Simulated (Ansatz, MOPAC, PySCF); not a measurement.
CH5N (SMILES CN) with CH5N (SMILES CN) on the geometries of the S66x8 set, where R/Re scales the closest contact. Geometry at R/Re = 1.00 (charge 0, multiplicity 1):
| atom | x (Å) | y (Å) | z (Å) |
|---|---|---|---|
| N | -1.4491 | 0.2189 | -0.6329 |
| H | -0.6205 | -0.3659 | -0.6832 |
| H | -2.1109 | -0.1707 | -1.2911 |
| C | -2.0091 | 0.1394 | 0.7145 |
| H | -2.9032 | 0.7573 | 0.7757 |
| H | -2.2732 | -0.8678 | 1.0520 |
| H | -1.2907 | 0.5467 | 1.4236 |
| N | 1.6201 | -0.7124 | -0.4775 |
| H | 1.9164 | -0.4379 | -1.4055 |
| H | 2.2437 | -1.4601 | -0.2023 |
| C | 1.7804 | 0.4228 | 0.4362 |
| H | 1.5102 | 0.1081 | 1.4418 |
| H | 2.7878 | 0.8446 | 0.4731 |
| H | 1.0878 | 1.2086 | 0.1435 |

Interaction energies with rigid monomers; basis-set methods are counterpoise corrected unless marked otherwise.

Rows in 3-21G carry no dispersion term and start afresh at each structure. The state that PM7 reach isn't checked; PM7 holds dispersion and hydrogen-bond terms.

The values were computed with Ansatz (a first-principles code); MOPAC for PM7 (differences of heats of formation); PySCF for 3-21G rows, the dispersion terms. Each number belongs to the level named beside it.

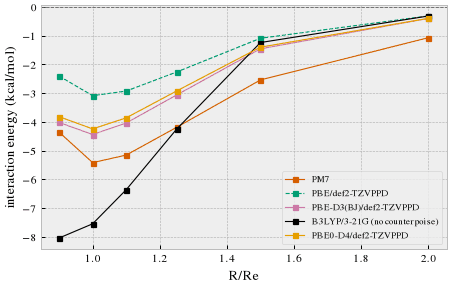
Interaction energy against separation

### Question
Which level binds most strongly at R/Re = 1.00, and by how much?

### Answer
B3LYP/3-21G (no counterpoise), -7.5 kcal/mol.
